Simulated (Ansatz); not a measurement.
**H$_{2}$O$_{2}$Si: density, localisation and related maps**

Input file:

```
crystal:
  periodic: [false, false, false]
  atoms:
    - {symbol: O, position_ang: [-0.445423, 3.096991, 2.712497]}
    - {symbol: O, position_ang: [-1.147144, 0.922499, 1.298883]}
    - {symbol: Si, position_ang: [-1.785689, 2.247394, 2.131270]}
    - {symbol: H, position_ang: [0.468721, 2.795938, 2.544213]}
    - {symbol: H, position_ang: [-0.184192, 0.772709, 1.228886]}
basis:
  gaussian:
    orbitals: def2-TZVPD
output: {forces: true, orbitals: {seedname: orbitals}}
hamiltonian:
  xc: pbe0
```

Command:

```sh
ansatz run input.yaml --threads 1 --pin off --max-ram 2610MiB --events-out events.jsonl --progress --plain --runs-dir runs
```

Geometry: PBE-D3(BJ)/def2-SVP.

Method: Ansatz, isolated molecule in a Gaussian basis; Kohn-Sham density functional theory, functional PBE0.

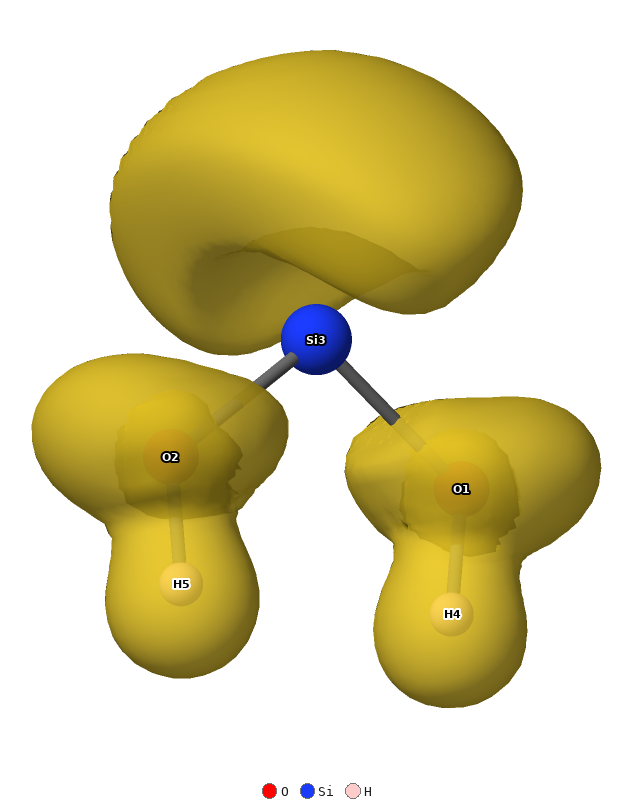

Figure 1. Isosurface of the ELF at 0.75 (yellow), seen at a tilt. Core shells and regions of very low density are left out.

Q: Identify the bonds, lone pairs and shells in this picture.

A: At this value the surface marks out one lobe on Si, pointing away from the bonds (lone pairs) and two joined regions spread over several atoms (H, O), in which their bonds and any lone pairs are merged. Along the contacts the grid gives the following. Si–O (1.69 Å): the ELF peaks at about 0.85 between the atoms, as expected for a polar covalent bond. O–H (0.98 Å): the ELF climbs to about 1 towards the hydrogen, as it does in any bond to H (a covalent bond by its length).

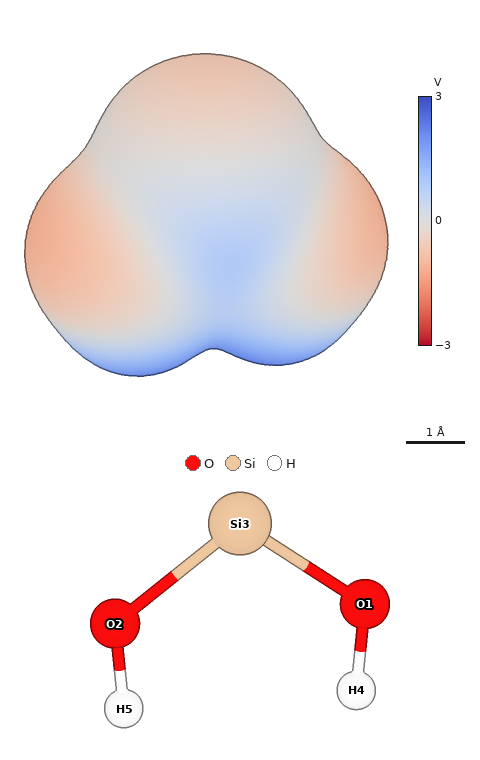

Figure 2. The electrostatic potential painted on the density surface at 0.001 e/bohr³, seen at a tilt; red is negative and blue positive. The bare structure is drawn below in the same view.

Q: Describe the electrostatic potential map.

A: The most negative region (about −1.0 V, or −23 kcal/mol for a unit charge) lies over O1 and O2, the most positive (about +2.3 V, or +53 kcal/mol for a unit charge) over H4 and H5.

Q: What dipole moment does the calculation give?

A: Its dipole moment is 2.49 D.

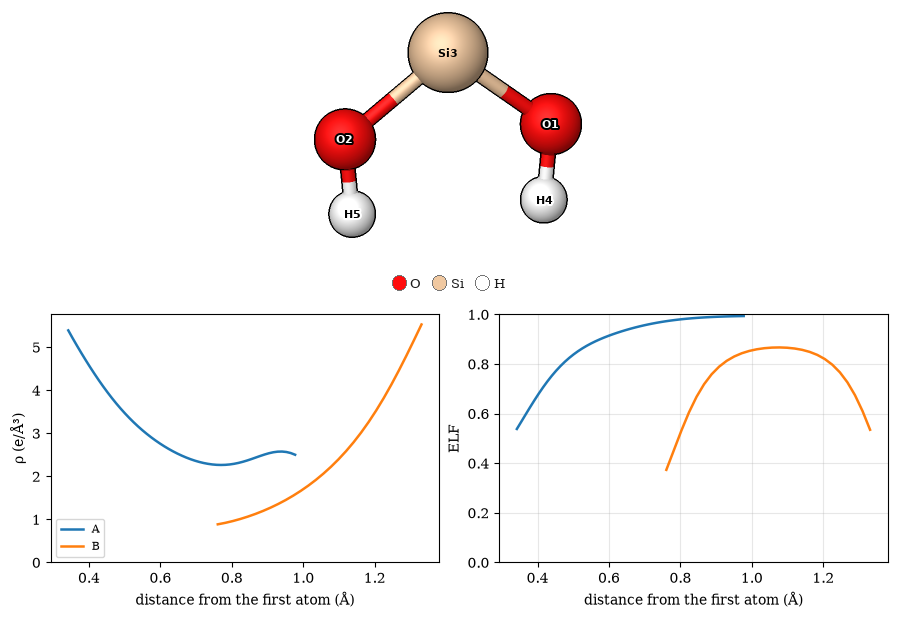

Figure 3. Electron density and ELF along straight lines between neighbouring atoms. The curves leave out the atomic cores. The structure is drawn too.

Q: Which curve belongs to which contact (O–H and Si–O)? The first atom named is at distance zero.

A: Curve A: O–H (0.98 Å): ρ at the midpoint is about 3.6 e/Å³; the ELF climbs to about 1 towards the hydrogen: a covalent bond by its length. Curve B: Si–O (1.69 Å): ρ at the midpoint is about 1.1 e/Å³; the ELF peaks at about 0.85 between the atoms, as expected for a polar covalent bond.

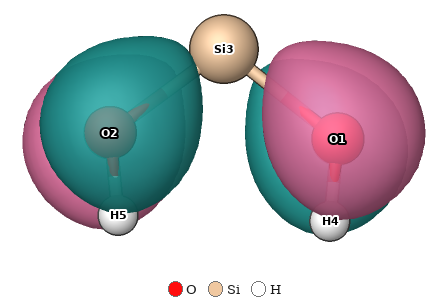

Figure 4. The HOMO−1 at ±0.1 Å⁻³ᐟ² (teal and pink are the two phases), seen at a tilt.

Q: Where does this orbital lie, and at what energy?

A: It lies mainly on O1 (about 45 %) and O2 (about 45 %); it changes sign across the molecular plane (π type). Its energy is −9.64 eV.
